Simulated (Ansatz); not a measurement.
# triplet Si2H5OF at 6 levels

Aim: a comparison of 6 runs (U-wB97X/6-31G*, UBLYP/6-31G*, UCAM-B3LYP/6-31G*, USVWN5/6-31G*, UMP2/6-31G*, UCCSD/6-31G*) of triplet Si2H5OF. 

The calculation is run with Ansatz 0.2.0.

75 further runs of the same task are left out: 75 set aside as unsound or not needed.

## Step 1: The system as given

Si2H5OF: 9 atoms, total charge 0, spin state triplet. SMILES of the parent species: `O[SiH](F)[SiH3]`. The shape is that of a PBE0-D4/def2-TZVP optimisation. This is one conformer, not always the lowest. That shape belongs to the parent species and isn't relaxed for this state.

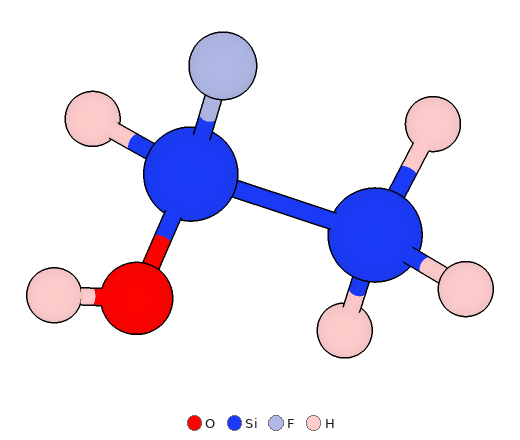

Viewed from a chosen angle; oxygen red, silicon blue, fluorine light blue, hydrogen pink.

## Step 2: The energy at U-wB97X/6-31G(d) (spherical functions) (run 1)

molecule.yaml

```yaml
crystal:
  periodic: [false, false, false]
  atoms:
    - {symbol: O, position_ang: [-0.392500, -0.610800, 1.768100]}
    - {symbol: Si, position_ang: [-0.831500, -0.160600, 0.257700]}
    - {symbol: F, position_ang: [-1.775600, 1.133800, 0.319400]}
    - {symbol: Si, position_ang: [1.135000, 0.371100, -0.891700]}
    - {symbol: H, position_ang: [-1.050500, -1.005600, 2.343000]}
    - {symbol: H, position_ang: [-1.664600, -1.215400, -0.380600]}
    - {symbol: H, position_ang: [0.798700, 0.860600, -2.255200]}
    - {symbol: H, position_ang: [1.981700, -0.845200, -1.013900]}
    - {symbol: H, position_ang: [1.887800, 1.425600, -0.163800]}
basis:
  gaussian:
    orbitals: 6-31G_st_-spherical.json
output: {orbitals: {seedname: orbitals}}
hamiltonian:
  xc: {name: wB97X}
accuracy: high
magnetization:
  spin_polarized: true
  initial_magnetization: 2
```

The basis set 6-31G* is read from a file made from the Basis Set Exchange's data (not shown).

Launch:

```
ansatz run molecule.yaml --threads 1 --pin off --max-ram 3480MiB --events-out events.jsonl --progress --plain --runs-dir runs
```

The program printed:

```text
Warning: RAYON_NUM_THREADS=1 ignored (pool sized by the plan → 1); use --threads N
Functional definition: wB97X
  name "wB97X"
  parameter omega = 0.3/bohr
  parameter cx = 0.157706
  parameter cx1 = 0.726479
  parameter cx2 = 1.04760
  parameter cx3 = -5.70635
  parameter cx4 = 13.2794
  parameter css1 = -4.33879
  parameter css2 = 18.2308
  parameter css3 = -31.7430
  parameter css4 = 17.2901
  parameter cos1 = 2.37031
  parameter cos2 = -11.3995
  parameter cos3 = 6.58405
  parameter cos4 = -3.78132
  exchange = spin_sum(e_x_unif_sr(omega)*poly(b97_u_x, 1 - cx, cx1, cx2, cx3, cx4)) + cx*exact_x_sr(omega)
      + exact_x_lr(omega)
  correlation = spin_sum(e_c_pw_same_spin*poly(b97_u_same, 1, css1, css2, css3, css4))
      + integral(e_c_pw_opposite_spin*poly(b97_u_opposite, 1, cos1, cos2, cos3, cos4))
1650 factors; integrals over basis functions are off by at most 5.1e-9 eV
389 factors; integrals over basis functions are off by at most 2.4e-9 eV
mean field evaluation 1: about -20587.8255 eV, gradient 3.7e1 eV
mean field evaluation 2: about -20584.1167 eV, gradient 5.0e1 eV
mean field evaluation 4: about -20593.2079 eV, gradient 3.2e0 eV
mean field evaluation 8: about -20593.5132 eV, gradient 6.1e-1 eV
mean field evaluation 16: about -20593.5602 eV, gradient 6.9e-2 eV
mean field evaluation 32: about -20593.6135 eV, gradient 1.4e-4 eV
mean field -20593.61352655 eV, -756.8013382482 hartree, gradient 4.8e-8 eV, S^2 2.004958; 4 other end points of the search recorded, 0 dependent functions left out
reference -20593.61352464 eV, -756.8013381779 hartree; 26, 24 occupied and 48, 50 virtual orbitals, 1650 factors
Total energy: -20593.61352464 eV, -756.8013381779 hartree
```

It took 91 s on 1 thread of Intel Xeon 6975P-C (Granite Rapids), shared host; peak memory 0.85 GiB.

## Step 3: The energy at UBLYP/6-31G(d) (spherical functions) (run 2)

job.yaml

```yaml
crystal:
  periodic: [false, false, false]
  atoms:
    - {symbol: O, position_ang: [-0.392500, -0.610800, 1.768100]}
    - {symbol: Si, position_ang: [-0.831500, -0.160600, 0.257700]}
    - {symbol: F, position_ang: [-1.775600, 1.133800, 0.319400]}
    - {symbol: Si, position_ang: [1.135000, 0.371100, -0.891700]}
    - {symbol: H, position_ang: [-1.050500, -1.005600, 2.343000]}
    - {symbol: H, position_ang: [-1.664600, -1.215400, -0.380600]}
    - {symbol: H, position_ang: [0.798700, 0.860600, -2.255200]}
    - {symbol: H, position_ang: [1.981700, -0.845200, -1.013900]}
    - {symbol: H, position_ang: [1.887800, 1.425600, -0.163800]}
basis:
  gaussian:
    orbitals: 6-31G_st_-spherical.json
total_charge: 0
magnetization:
  spin_polarized: true
  initial_magnetization: 2
hamiltonian:
  xc: {name: BLYP}
accuracy: high
output:
  orbitals: {seedname: orbitals}
```

The basis set 6-31G* is read from a file made from the Basis Set Exchange's data (not shown).

Launch:

```
ansatz run job.yaml --threads 1 --pin off --max-ram 3480MiB --events-out events.jsonl --progress --plain --runs-dir runs
```

The program printed, cut to the lines that bear on the results:

```text
Warning: RAYON_NUM_THREADS=1 ignored (pool sized by the plan → 1); use --threads N
Functional definition: BLYP
  name "BLYP"
[...]
1650 factors; integrals over basis functions are off by at most 5.1e-9 eV
[...]
mean field -20594.38092134 eV, -756.8295394865 hartree, gradient 6.7e-8 eV, S^2 2.002019; 6 other end points of the search recorded, 0 dependent functions left out
reference -20594.38098280 eV, -756.8295417450 hartree; 26, 24 occupied and 48, 50 virtual orbitals, 1650 factors
Total energy: -20594.38098280 eV, -756.8295417450 hartree
```

It took 15 s on 1 thread of Intel Xeon 6975P-C (Granite Rapids), shared host; peak memory 0.26 GiB.

Runs 3 to 5 aren't shown in full; the table further down has their settings and results.

## Step 4: A single-point energy at UCCSD/6-31G(d) (spherical functions) (run 6)

run.yaml

```yaml
crystal:
  periodic: [false, false, false]
  atoms:
    - {symbol: O, position_ang: [-0.392500, -0.610800, 1.768100]}
    - {symbol: Si, position_ang: [-0.831500, -0.160600, 0.257700]}
    - {symbol: F, position_ang: [-1.775600, 1.133800, 0.319400]}
    - {symbol: Si, position_ang: [1.135000, 0.371100, -0.891700]}
    - {symbol: H, position_ang: [-1.050500, -1.005600, 2.343000]}
    - {symbol: H, position_ang: [-1.664600, -1.215400, -0.380600]}
    - {symbol: H, position_ang: [0.798700, 0.860600, -2.255200]}
    - {symbol: H, position_ang: [1.981700, -0.845200, -1.013900]}
    - {symbol: H, position_ang: [1.887800, 1.425600, -0.163800]}
basis:
  gaussian:
    orbitals: 6-31G_st_-spherical.json
correlation:
  method: ccsd
  frozen_orbitals: {F: 1, H: 0, O: 1, Si: 5}
magnetization:
  spin_polarized: true
  initial_magnetization: 2
scf:
  omitted_lower_state_checks: [cluster_reference, increment]
accuracy: high
```

The basis set 6-31G* is read from a file made from the Basis Set Exchange's data (not shown).

Launch:

```
ansatz run run.yaml --threads 1 --pin off --max-ram 3480MiB --events-out events.jsonl --progress --plain --runs-dir runs
```

The program printed:

```text
Warning: RAYON_NUM_THREADS=1 ignored (pool sized by the plan → 1); use --threads N
[... 16 lines left out ...]
12 core orbitals not correlated: weight in the atoms' cores, before any rotation towards them, 1.000 or more for the frozen orbitals, at most 0.000 for the correlated occupied ones
[... 58 lines left out ...]
Total energy: -20556.07182574 eV, -755.4217061900 hartree
Checks for a lower state left out: cluster_reference, increment
```

It took 54 s on 1 thread of Intel Xeon 6975P-C (Granite Rapids), shared host; peak memory 0.57 GiB.

## Step 5: Overview of the runs

```csv
run,level,frozen core orbitals,energy (Eh),HOMO energy (eV),⟨S²⟩,wall time
1,U-wB97X/6-31G* (spherical functions),–,-756.801338,-3.72,2.005,91 s
2,UBLYP/6-31G* (spherical functions),–,-756.829542,-1.12,2.002,15 s
3,UCAM-B3LYP/6-31G* (spherical functions),–,-756.815479,-2.90,2.005,22 s
4,USVWN5/6-31G* (spherical functions),–,-753.348038,-1.40,2.001,7.8 s
5,UMP2/6-31G* (spherical functions),12,-755.383423,–,2.010,20 s
6,UCCSD/6-31G* (spherical functions),12,-755.421706,–,2.010,54 s
```

## Step 6: Outcome

| quantity | value |
| --- | --- |
| run 6: total energy | -755.42171 Eh |
| run 6: correlation energy (12 core orbitals frozen) | -541.3 mEh |
| run 6: ⟨S²⟩ of the reference determinant | 2.010 |
| run 6: T1 diagnostic | 0.028 |

Totals of different functionals can't be ranked against each other. All runs together took 3.5 min, the longest 91 s.
